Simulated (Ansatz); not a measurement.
## Co2BiB2: relaxing a made-up structure

Starting from a made-up structure for Co2BiB2, the aim is the relaxed cell, its shortest contacts and, where a second run follows, its electronic structure.

Calculated with Ansatz 0.2.0; DFT, PBEsol, plane-wave PAW, files of the set soft_1, scalar-relativistic, ferromagnetic start, cell and ions relaxed at zero pressure; PAW set soft_1.

## 1. Set-up

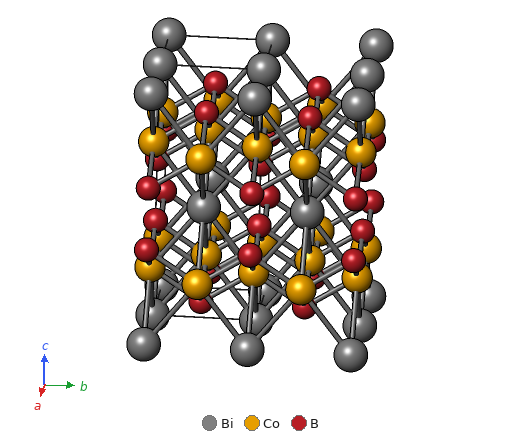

Start, viewed slightly off an axis; bismuth grey, cobalt orange, boron red. 2×2×1 cells are drawn. This picture shows the conventional cell, with its axes. Some periodic images of atoms are drawn too.

## 2. Relaxation of the guess

The guessed cell has no reason to be at equilibrium. It is relaxed with the atoms, within the space group of the guess.

File input.yaml:

```yaml
crystal:
  lattice:
    - [-1.814, 1.814, 4.561]
    - [1.814, -1.814, 4.561]
    - [1.814, 1.814, -4.561]
  atoms:
    - { symbol: Bi, position: [0.0, 0.0, 0.0] }
    - { symbol: Co, position: [0.25, 0.75, 0.5], spin: 2.0 }
    - { symbol: Co, position: [0.75, 0.25, 0.5], spin: 2.0 }
    - { symbol: B, position: [0.6231, 0.6231, 0.0] }
    - { symbol: B, position: [0.3769, 0.3769, 0.0] }
magnetization:
  spin_polarized: true
kpoints:
  mp_grid: { grid: [10, 10, 10] }
scf:
  occupations: { method: fermi_dirac, width: 0.05 }
hamiltonian:
  xc: pbesol
  pseudopotentials: { kind: paw, azcp: { folder: soft_1 }, xc_functional: pbe }
relax:
  f_tol: 0.015
  max_steps: 70
  cell: {}
output:
  forces: true
  stress: true
```

Run with:

```sh
$ ansatz run input.yaml --threads 4 --pin off --max-ram 10240MiB --backend cpu --events-out ev --progress --plain --runs-dir out
```

Numbers of over 12 decimals in the logs are rounded to 6 here.

The program printed:

```text
basis.fft_grid_basis auto: the FFT boxes are laid along the combinations [[1, 0, 1], [0, 1, 1], [0, 0, 1]] of the cell's own vectors, 3.628, 3.628 and 5.233 Å long. The dense box has 25×25×36 points. Along the cell's own vectors, as sized, it would have 36×36×36, 2.07 times as many. Of the 16 symmetry operations that the crystal satisfies within crystal.symmetry.tolerance (time reversal apart; of a slab, those that k [...]
Engine: ansatz 0.2.0, aarch64-unknown-linux-gnu
Pseudopotentials: kind: paw
Pseudopotential: Bi, paw, valence charge 15, recommended cutoff 420 eV (normal), soft_1/Bi.paw.azcp
Pseudopotential: Co, paw, valence charge 17, recommended cutoff 420 eV (normal), soft_1/Co.paw.azcp
Pseudopotential: B, paw, valence charge 3, recommended cutoff 420 eV (normal), soft_1/B.paw.azcp
Functional definition: PBEsol
  exchange = pbesol_x
  correlation = pbesol_c
Crystal: 5 atoms, lattice volume = 60.034 Å³
Basis set: ecut = 420 eV, 1195 PW (Γ), FFT grids on a1+a3, a2+a3, a3, exchange–correlation on 50×50×72 points (8 copies of the dense FFT grid, shifted against one another)
Bands: 36, of which v1, the nominal top of the filled ones, is band 28 counted from 1 (27 counted from 0)
Symmetry: 16 space group operations
Space group: I4/mmm (ITA 139), of the structure as read, at distance tolerance 3.9e-5 Å
Magnetic group: BNS 139.531 (UNI 1191), of the structure as read, at distance tolerance 3.9e-5 Å
k-points: 102 of 1000
Non-local potential: Bi, projectors of the file, l = 0: 2, l = 1: 2, l = 2: 2, l = 3: 1
Non-local potential: Co, projectors of the file, l = 0: 3, l = 1: 2, l = 2: 3, l = 3: 1
Non-local potential: B, projectors of the file, l = 0: 2, l = 1: 2, l = 2: 1
PAW form: soft (Blöchl's): semilocal exchange-correlation on the pseudo side does not see the compensation charge
PAW frozen core: Bi, regenerated for the run's functional, and the local potential with it (the file was generated under x = pbe(κ = 0.804, μ = 0.219515), c = pbe(β = 0.066725))
PAW frozen core: Co, regenerated for the run's functional, and the local potential with it (the file was generated under x = pbe(κ = 0.804, μ = 0.219515), c = pbe(β = 0.066725))
PAW frozen core: B, regenerated for the run's functional, and the local potential with it (the file was generated under x = pbe(κ = 0.804, μ = 0.219515), c = pbe(β = 0.066725))
PAW one-centre angular grid: Bi, 590 points (default); XC on 64 Gauss nodes
PAW one-centre angular grid: Co, 590 points (default); XC on 64 Gauss nodes
PAW one-centre angular grid: B, 110 points (default); XC on 64 Gauss nodes
Initial density: superposition of atomic densities (chi_scale 0.1, normalization cell)
Starting moments: Σ|m| = 4 μB on 2 of 5 sites
Initial wavefunctions: pseudopotential atomic-orbital guess
Functional: x = pbesol(κ = 0.804, μ = 0.123457), c = pbesol(β = 0.046)
SCF iter   1: F=—  HF=-22733.551516 eV  |F-HF|=—  |Δ(HF+E_count)|=         —  Δρ=5.28e-2 (↑5.28e-2 ↓3.84e-2)  dr2=5.87e0  dr2_m=2.07e-1  M=2.998 μB ∫|m|=3.462 μB  β_m=0.30  ethr=3.10e-3  ⟨swp⟩=5.6  Hψ=26361  notcnv=0  defer=22
Mixer restart at iter 1: flushing history
preconditioner: auto → Kerker (q_TF=auto, 2.689 Å⁻¹)  [metal: Δε(μ)=0.006 eV  Ē_g=12.184 eV  σ=0.050 eV  W_gap=0.03  n_scr=14 (ndim 8)  ℏωp=29.9 eV  f_vac=0.000  D(μ)=5.06/eV (n_scr^D=60)]
spin=Collinear: Kerker preconditioning applied to the charge; magnetization (m = ρ↑ − ρ↓) channel mixes plain (no charge-response kernel on spin).
SCF iter   2: F=—  HF=-22732.045814 eV  |F-HF|=—  |Δ(HF+E_count)|=    1.51e0  Δρ=4.33e-2 (↑2.16e-2 ↓4.33e-2)  dr2=3.26e0  dr2_m=3.08e-1  M=2.692 μB ∫|m|=3.210 μB  β_m=0.38  ethr=3.10e-3  ⟨swp⟩=2.1  Hψ=12404  notcnv=0  defer=254
SCF iter   3: F=—  HF=-22732.783204 eV  |F-HF|=—  |Δ(HF+E_count)|=   7.37e-1  Δρ=4.63e-2 (↑1.91e-2 ↓4.63e-2)  dr2=2.50e0  dr2_m=4.41e-1  M=2.366 μB ∫|m|=2.931 μB  β_m=0.23  ethr=3.10e-3  ⟨swp⟩=2.0  Hψ=8824  notcnv=0  defer=255
SCF iter   4: F=—  HF=-22733.415577 eV  |F-HF|=—  |Δ(HF+E_count)|=   6.32e-1  Δρ=4.20e-2 (↑2.04e-2 ↓4.20e-2)  dr2=1.74e0  dr2_m=4.48e-1  M=2.034 μB ∫|m|=2.622 μB  β_m=0.16  ethr=3.10e-3  ⟨swp⟩=2.0  Hψ=9631  notcnv=0  defer=251
SCF iter   5: F=—  HF=-22734.092063 eV  |F-HF|=—  |Δ(HF+E_count)|=   6.76e-1  Δρ=3.33e-2 (↑3.33e-2 ↓1.71e-2)  dr2=9.13e-1  dr2_m=2.49e-1  M=1.708 μB ∫|m|=2.238 μB  β_m=0.59  ethr=3.10e-3  ⟨swp⟩=2.1  Hψ=10499  notcnv=0  defer=253
SCF iter   6: F=—  HF=-22734.231301 eV  |F-HF|=—  |Δ(HF+E_count)|=   1.39e-1  Δρ=1.11e-2 (↑9.01e-3 ↓1.11e-2)  dr2=4.03e-3  dr2_m=5.35e-2  M=0.550 μB ∫|m|=0.857 μB  β_m=0.63  ethr=1.66e-3  ⟨swp⟩=3.0  Hψ=13026  notcnv=0  defer=254
SCF iter   7: F=—  HF=-22734.296203 eV  |F-HF|=—  |Δ(HF+E_count)|=         —  Δρ=1.70e-2 (↑1.70e-2 ↓1.24e-2)  dr2=5.23e-2  dr2_m=1.15e-1  M=0.092 μB ∫|m|=0.227 μB  β_m=0.63  ethr=7.33e-6  ⟨swp⟩=2.1  Hψ=14433  notcnv=0  defer=250
Mixer restart at iter 7: flushing history
SCF iter   8: F=—  HF=-22734.294217 eV  |F-HF|=—  |Δ(HF+E_count)|=   1.99e-3  Δρ=1.22e-2 (↑4.99e-3 ↓1.22e-2)  dr2=2.00e-2  dr2_m=3.85e-2  M=0.056 μB ∫|m|=0.140 μB  β_m=0.82  ethr=7.33e-6  ⟨swp⟩=2.2  Hψ=14616  notcnv=0  defer=252
SCF iter   9: F=—  HF=-22734.307792 eV  |F-HF|=—  |Δ(HF+E_count)|=   1.36e-2  Δρ=1.03e-2 (↑1.03e-2 ↓3.38e-3)  dr2=7.95e-2  dr2_m=6.93e-3  M=0.022 μB ∫|m|=0.059 μB  β_m=0.72  ethr=7.33e-6  ⟨swp⟩=2.6  Hψ=16150  notcnv=0  defer=248
SCF iter  10: F=—  HF=-22734.288761 eV  |F-HF|=—  |Δ(HF+E_count)|=   1.90e-2  Δρ=1.68e-3 (↑1.32e-3 ↓1.68e-3)  dr2=4.32e-3  dr2_m=2.41e-5  M=0.002 μB ∫|m|=0.008 μB  β_m=0.83  ethr=7.33e-6  ⟨swp⟩=2.3  Hψ=15390  notcnv=0  defer=248
SCF iter  11: F=—  HF=-22734.288891 eV  |F-HF|=—  |Δ(HF+E_count)|=   1.31e-4  Δρ=1.06e-4 (↑1.06e-4 ↓1.06e-4)  dr2=2.28e-5  dr2_m=2.34e-6  M=0.001 μB ∫|m|=0.002 μB  β_m=0.92  ethr=7.33e-6  ⟨swp⟩=2.0  Hψ=9438  notcnv=0  defer=248
SCF iter  12: F=—  HF=-22734.288907 eV  |F-HF|=—  |Δ(HF+E_count)|=   1.53e-5  Δρ=1.15e-4 (↑1.15e-4 ↓3.68e-5)  dr2=4.31e-6  dr2_m=1.48e-6  M=0.000 μB ∫|m|=0.001 μB  β_m=0.96  ethr=4.14e-8  ⟨swp⟩=2.0  Hψ=10521  notcnv=0  defer=248
SCF iter  13: F=—  HF=-22734.288907 eV  |F-HF|=—  |Δ(HF+E_count)|=   1.95e-7  Δρ=2.06e-5 (↑1.13e-5 ↓2.06e-5)  dr2=7.04e-7  dr2_m=1.47e-8  M=0.000 μB ∫|m|=0.000 μB  β_m=0.94  ethr=7.84e-9  ⟨swp⟩=2.0  Hψ=9519  notcnv=0  defer=248
SCF iter  14: F=—  HF=-22734.288907 eV  |F-HF|=—  |Δ(HF+E_count)|=   1.05e-8  Δρ=1.11e-5 (↑1.10e-5 ↓1.11e-5)  dr2=2.58e-7  dr2_m=4.83e-11  M=-0.000 μB ∫|m|=0.000 μB  β_m=0.97  ethr=1.28e-9  ⟨swp⟩=1.0  Hψ=7344  notcnv=0  defer=248
[...]
relax step   8: F+E_penalty+E_count = -22735.22855462 eV  Δ(F+E_penalty+E_count) = -1.796e-2 eV  max|allowed force component| = 3.986e-2 eV/Å  Δτ_max = 0.0041 Å  P = -0.246 GPa  Ω = 64.855 Å³  energy of the carried Pulay correction = -2.704e-3 eV  (11 SCF iters, dr2 threshold 5.00e-7 eV, accepted)
relax step   9: F+E_penalty+E_count = -22735.23194412 eV  Δ(F+E_penalty+E_count) = -3.390e-3 eV  max|allowed force component| = 1.529e-2 eV/Å  Δτ_max = 0.0074 Å  P = -0.173 GPa  Ω = 64.854 Å³  energy of the carried Pulay correction = -2.703e-3 eV  (7 SCF iters, dr2 threshold 5.00e-7 eV, accepted)
relax step  10: F+E_penalty+E_count = -22735.23257145 eV  Δ(F+E_penalty+E_count) = -6.273e-4 eV  max|allowed force component| = 2.055e-4 eV/Å  Δτ_max = 0.0060 Å  P = -0.026 GPa  Ω = 64.766 Å³  energy of the carried Pulay correction = -2.656e-3 eV  (8 SCF iters, dr2 threshold 3.22e-7 eV, accepted)
relax step  11: F+E_penalty+E_count = -22735.23857793 eV  Δ(F+E_penalty+E_count) = -6.006e-3 eV  max|allowed force component| = 4.156e-4 eV/Å  Δτ_max = 0.0000 Å  P = +0.117 GPa  Ω = 64.766 Å³  stress off target by 3.31e-1 GPa  SCF on the basis re-selected at this cell (its energy is not comparable with the rows above)  (10 SCF iters)
relax step  12: F+E_penalty+E_count = -22735.23873212 eV  Δ(F+E_penalty+E_count) = -1.542e-4 eV  max|allowed force component| = 6.276e-3 eV/Å  Δτ_max = 0.0011 Å  P = +0.061 GPa  Ω = 64.871 Å³  energy of the carried Pulay correction = -5.289e-5 eV  (8 SCF iters, dr2 threshold 2.73e-7 eV, accepted)
relax step  13: F+E_penalty+E_count = -22735.23872974 eV  Δ(F+E_penalty+E_count) = +2.379e-6 eV  max|allowed force component| = 4.954e-4 eV/Å  Δτ_max = 0.0007 Å  P = -0.006 GPa  Ω = 64.887 Å³  energy of the carried Pulay correction = -6.207e-5 eV  (8 SCF iters, dr2 threshold 1.02e-8 eV, accepted)
iter 1 solved again at ethr=4.93e-8 eV; its pass at ethr=3.10e-3 eV (dr2=2.71e-5 eV) is discarded
SCF iter   1: F=—  HF=-22735.238782 eV  |F-HF|=—  |Δ(HF+E_count)|=         —  Δρ=2.54e-5 (↑2.54e-5 ↓2.54e-5)  dr2=4.44e-8  dr2_m=1.94e-12  M=-0.000 μB ∫|m|=0.000 μB  β_m=0.65  ethr=4.93e-8  ⟨swp⟩=3.7  Hψ=48664  notcnv=0
preconditioner: auto → Kerker (q_TF=auto, 2.300 Å⁻¹)  [metal: Δε(μ)=0.016 eV  Ē_g=12.648 eV  σ=0.050 eV  W_gap=0.08  n_scr=10 (ndim 8)  ℏωp=28.8 eV  f_vac=0.000  D(μ)=2.22/eV (n_scr^D=14)]
spin=Collinear: Kerker preconditioning applied to the charge; magnetization (m = ρ↑ − ρ↓) channel mixes plain (no charge-response kernel on spin).
SCF iter   2: F=—  HF=-22735.238792 eV  |F-HF|=—  |Δ(HF+E_count)|=   1.01e-5  Δρ=9.17e-6 (↑9.15e-6 ↓9.17e-6)  dr2=6.34e-9  dr2_m=1.75e-12  M=-0.000 μB ∫|m|=0.000 μB  β_m=0.58  ethr=8.08e-11  ⟨swp⟩=2.0  Hψ=12101  notcnv=0
SCF iter   3: F=—  HF=-22735.238792 eV  |F-HF|=—  |Δ(HF+E_count)|=   1.91e-7  Δρ=3.77e-6 (↑3.77e-6 ↓3.75e-6)  dr2=2.09e-9  dr2_m=8.77e-13  M=-0.000 μB ∫|m|=0.000 μB  β_m=0.56  ethr=1.15e-11  ⟨swp⟩=2.0  Hψ=12584  notcnv=0
SCF iter   4: F=—  HF=-22735.238792 eV  |F-HF|=—  |Δ(HF+E_count)|=   3.58e-8  Δρ=3.96e-7 (↑3.60e-7 ↓3.96e-7)  dr2=2.34e-10  dr2_m=2.54e-13  M=-0.000 μB ∫|m|=0.000 μB  β_m=0.78  ethr=3.80e-12  ⟨swp⟩=2.0  Hψ=9592  notcnv=0
SCF iter   5: F=—  HF=-22735.238792 eV  |F-HF|=—  |Δ(HF+E_count)|=  5.93e-10  Δρ=4.07e-7 (↑3.72e-7 ↓4.07e-7)  dr2=3.53e-10  dr2_m=2.02e-13  M=-0.000 μB ∫|m|=0.000 μB  β_m=0.89  ethr=1.00e-12  ⟨swp⟩=1.1  Hψ=7385  notcnv=0
SCF iter   6: F=—  HF=-22735.238792 eV  |F-HF|=—  |Δ(HF+E_count)|=  1.16e-10  Δρ=1.20e-7 (↑1.13e-7 ↓1.20e-7)  dr2=4.80e-11  dr2_m=6.40e-15  M=-0.000 μB ∫|m|=0.000 μB  β_m=0.94  ethr=1.00e-12  ⟨swp⟩=2.0  Hψ=9284  notcnv=0
SCF iter   7: F=—  HF=-22735.238792 eV  |F-HF|=—  |Δ(HF+E_count)|=  1.09e-11  Δρ=4.24e-8 (↑3.92e-8 ↓4.24e-8)  dr2=4.30e-12  dr2_m=1.84e-15  M=-0.000 μB ∫|m|=0.000 μB  β_m=0.97  ethr=1.00e-12  ⟨swp⟩=1.0  Hψ=7344  notcnv=0
SCF iter   8: F=-22735.238792 eV  HF=-22735.238792 eV  |F-HF|=1.82e-11  |Δ(HF+E_count)|=  7.28e-12  Δρ=6.25e-8 (↑6.13e-8 ↓6.25e-8)  dr2=8.99e-12  dr2_m=2.18e-16  M=0.000 μB ∫|m|=0.000 μB  ethr=1.00e-12  ⟨swp⟩=2.3  Hψ=20663  notcnv=0
the starting moments were not kept: the SCF closed with an absolute magnetisation of 4.1e-8 μB, where they sum to 4 μB in size (2 sites). That is at most 0.1 of that sum. Measured as dr2_m measures the in/out step, that magnetisation stands 1.3e-15 eV from none, at or under the dr2_threshold of 5.0e-11 eV: it is no larger than a step whose dr2_m would equal this threshold.
SCF 14 converged in 8 iterations: F = -22735.238792 eV  dr2 = 8.99e-12
relax step  14: F+E_penalty+E_count = -22735.23879182 eV  Δ(F+E_penalty+E_count) = -6.208e-5 eV  max|allowed force component| = 4.791e-4 eV/Å  Δτ_max = 0.0000 Å  P = -0.006 GPa  Ω = 64.887 Å³  stress off target by 9.18e-3 GPa  SCF on the basis re-selected at this cell (its energy is not comparable with the rows above)  (8 SCF iters)
basis re-selected at this cell: Δ(F+E_penalty+E_count) = -6.208e-5 eV, ΔP = -0.001 GPa vs the last step (what re-selecting the basis moved, of the pressure what is left beyond the Pulay correction that the steps carried, after the strain that the cell walked since its last selection, with what the two solves' SCF thresholds leave and, on support functions, any second-order correction that the steps lacked; it is no m [...]
SCF converged after 8 iterations
Magnetization: 0.0000 μB (27.5000 up, 27.5000 down)
Absolute magnetization: 0.0000 μB (∫|ρ↑−ρ↓|, with the PAW one-centre terms)
Spin contamination: 0.0000 ħ² per cell (⟨S²⟩ above its minimum at these occupations)
Per-site moments (μB) at R_I (Å): [(9.161048642075642e-10, 1.268082), (1.5411423658887554e-8, 0.799669), (1.5411423616012613e-8, 0.799669), (-1.785984084758237e-9, 0.799669), (-1.7859840410113175e-9, 0.799669)]
Free energy (F): -22735.238792 eV
Harris-Foulkes:  -22735.238792 eV  (|F-HF|=1.82e-11)
Internal energy: -22735.220729 eV  (E = F + TS)
E sigma→0 (E₀):  -22735.229761 eV
Entropy (-TS):   -0.018063 eV (-3.613 meV/atom)
Fermi energy:    14.192528 eV
--- Per-component energies (eV) ---
  E_band       = -650.448480
  E_kinetic    = 937.400886
  E_local      = -8792.290719  (includes V_loc(G=0)·N_el)
  E_nonlocal   = 1304.354390
  E_hartree    = 3879.930054
  E_xc         = -401.969084
  E_vxc        = -448.517576  (∫ρ·V_xc dr)
  E_paw        = -13737.870162  (= ΣΔE_a)
  E_vpaw       = -1411.255397  (= ΣTr[D̂ρ^β])
  E_aug_tail   = 0.000171  (compensation charges beyond the density's cutoff)
  E_ewald      = -5925.272320
  E_core_change = 0.496055  (= ΣΔE_core)
  E_smearing   = -0.018063  (= −TS)
  E_closure    = 0.000000  (closes the sum)
  Σ components = -22735.238792   (vs F -22735.238792, Δ=0.00e0)
--- Forces (eV/Å), atoms counted from 1 ---
  atom   1  Bi     0.00000000     0.00000000     0.00000000
  atom   2  Co     0.00000000     0.00000000     0.00000000
  atom   3  Co     0.00000000     0.00000000     0.00000000
  atom   4  B      0.00000000     0.00000000     0.00047912
  atom   5  B      0.00000000     0.00000000    -0.00047912
  max |Σ_I F_I| component: 1.73e-18 eV/Å
--- Stress (GPa, compression-positive) ---
       -0.009178       0.000000       0.000000
        0.000000      -0.009178       0.000000
       -0.000000       0.000000      -0.000876
  P = ⅓ Tr σ = -0.0064 GPa (-0.064 kbar)
--- Relaxed structure (12 steps of the walk, 12 accepted, 2 SCFs on fresh bases) ---
  F+E_penalty+E_count = -22735.23879182 eV   max|allowed force component| = 4.791e-4 eV/Å   (the final SCF, on the basis selected at the relaxed cell)
  cell:  # Å, volume = 64.8869 Å³
    - [-1.805526, 1.805526, 4.976105]
    - [1.805526, -1.805526, 4.976105]
    - [1.805526, 1.805526, -4.976105]
  atoms:
    - { symbol: Bi, position: [-5.300966552603979e-19, -5.300966552604007e-19, 0] }
    - { symbol: Co, position: [0.250000, 0.750000, 0.500000] }
    - { symbol: Co, position: [0.750000, 0.250000, 0.500000] }
    - { symbol: B, position: [0.679077, 0.679077, 0] }
    - { symbol: B, position: [0.320923, 0.320923, 0] }
```

It took 95 s on 4 threads of Arm Neoverse V2, shared host; peak memory 0.65 GiB; 6.1 min of CPU time.

The steps of the relaxation:

| step | energy less that of the first step (eV) | largest force component (eV/Å) | pressure (GPa) | volume (Å³) |
| --- | --- | --- | --- | --- |
| 1 | 0.0000 | 1.2550 | -10.09 | 60.03 |
| 2 | -0.2622 | 0.6184 | -2.71 | 57.40 |
| 3 | -0.3090 | 0.2316 | 0.25 | 56.67 |
| 4 | -0.3246 | 0.3215 | -0.34 | 57.10 |
| 5 | -0.4604 | 0.6444 | -0.84 | 58.77 |
| 6 | -0.7945 | 0.2949 | 3.08 | 60.80 |
| 7 | -0.9217 | 0.1791 | 3.14 | 63.36 |
| 8 | -0.9396 | 0.0399 | -0.25 | 64.85 |
| 9 | -0.9430 | 0.0153 | -0.17 | 64.85 |
| 10 | -0.9437 | 0.0002 | -0.03 | 64.77 |
| 11* | -0.9497 | 0.0004 | 0.12 | 64.77 |
| 12 | -0.9498 | 0.0063 | 0.06 | 64.87 |
| 13 | -0.9498 | 0.0005 | -0.01 | 64.89 |
| 14* | -0.9499 | 0.0005 | -0.01 | 64.89 |

Relaxation steps marked * repeat the geometry before them on a plane-wave basis chosen anew for their cell, so energy and pressure can jump there.

The run keeps the 16 symmetry operations that it works with, so distortions that break them were not tested.

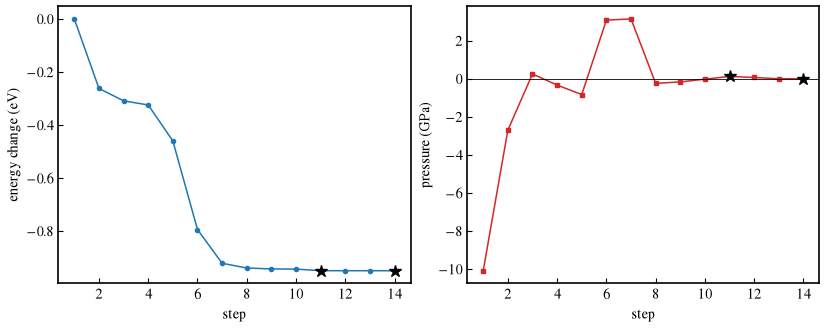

Energy and pressure along the relaxation. Stars mark steps on a basis chosen anew.

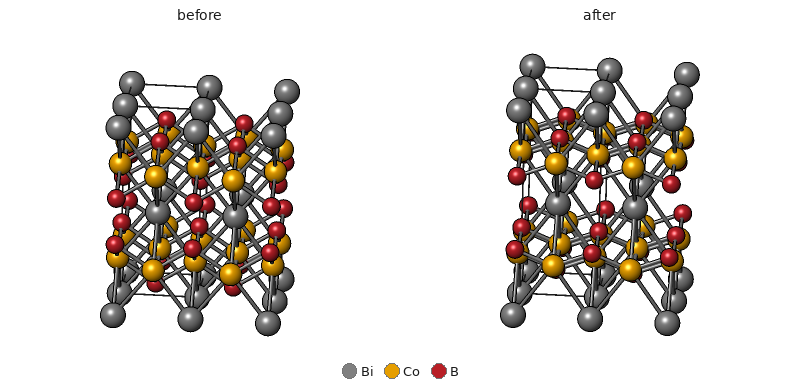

The structure before and after the relaxation, drawn at the same scale.

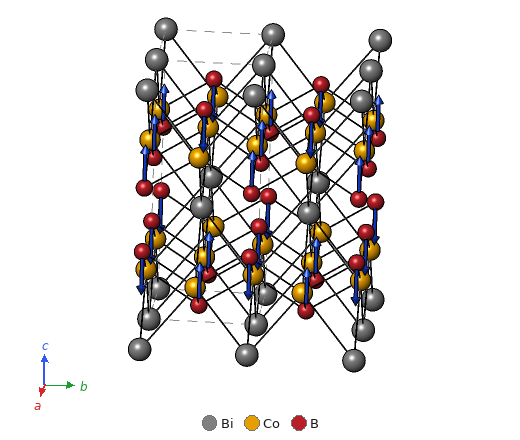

Displacements in the relaxation, exaggerated, measured against the changing cell; the longest in the cell stands for 0.56 Å. 2×2×1 conventional cells are drawn. Some periodic images of atoms are drawn too.

| conventional cell, symmetrised | before | after | change |
| --- | --- | --- | --- |
| a (Å) | 3.628 | 3.611 | -0.5 % |
| b (Å) | 3.628 | 3.611 | -0.5 % |
| c (Å) | 9.122 | 9.952 | +9.1 % |
| volume (Å³/atom) | 12.01 | 12.98 | +8.1 % |

The atoms that moved most (Å, as changes of fractional coordinates times the final cell):

| atom | dx | dy | dz | length |
| --- | --- | --- | --- | --- |
| B4 | 0.000 | 0.000 | 0.557 | 0.557 |
| B5 | 0.000 | 0.000 | -0.557 | 0.557 |

Final coordinates:

```xyz
5
Lattice="-1.8055 1.8055 4.9761 1.8055 -1.8055 4.9761 1.8055 1.8055 -4.9761" Properties=species:S:1:pos:R:3 pbc="T T T"
Bi    0.0000    0.0000    0.0000
Co    1.8055    0.0000    2.4881
Co    0.0000    1.8055    2.4881
B     0.0000    0.0000    6.7583
B     0.0000    0.0000    3.1939
```

This step gave:

```
free energy             : -22735.2388 eV
energy at zero smearing : -22735.2298 eV
smearing term TS        : 0.01806 eV
Fermi energy            : 14.19 eV
electrons               : 55
symmetry operations     : 16
pressure                : -0.006411 GPa
```

The shortest distance of each pair, which need not be the same contact before and after:

| pair | guess (Å) | relaxed (Å) |
| --- | --- | --- |
| B–Co | 2.152 | 1.939 |
| Co–Co | 2.565 | 2.553 |
| B–B | 2.246 | 2.918 |
| Bi–Co | 2.914 | 3.074 |
| B–Bi | 2.800 | 3.114 |

The relaxation ends with a largest force component of 4.8e-4 eV/Å and a pressure of -0.01 GPa. The starting moments have collapsed: the run ends non-magnetic.

## 3. Summary of results

- space group, relaxed: I4/mmm
- conventional cell: a = 3.611, b = 3.611, c = 9.952 Å; α = 90.0°, β = 90.0°, γ = 90.0°
- volume per atom: 12.98 Å³ (guess 12.01)
- total moment: 0.00 μB in the cell of 5 atoms

What this shows: Co2BiB2 relaxes to I4/mmm with a = 3.611, b = 3.611 and c = 9.952 Å. The guessed volume was 7 % too small. The space group I4/mmm was held in the relaxation, so the end point is a stationary structure within it and may be a saddle against distortions or other arrangements. The moments died out from this one start and weren't seeded again at the relaxed cell. Mesh and cutoff weren't tested. Spin-orbit coupling is left out, which can matter for elements this heavy. No dispersion term is used, so weakly bound directions may come out too long. Nothing here tests whether the compound is stable against decomposition.

[Logs are printed without paths, hosts, clocks, repeated set-up lines and the standing remarks that a program may print on its own settings, such as how far it seeks lower states.]

[Hosts, paths, dates, database ids (printed as entryN), source tags and the programs' standing remarks are cut or masked in the printed files.]
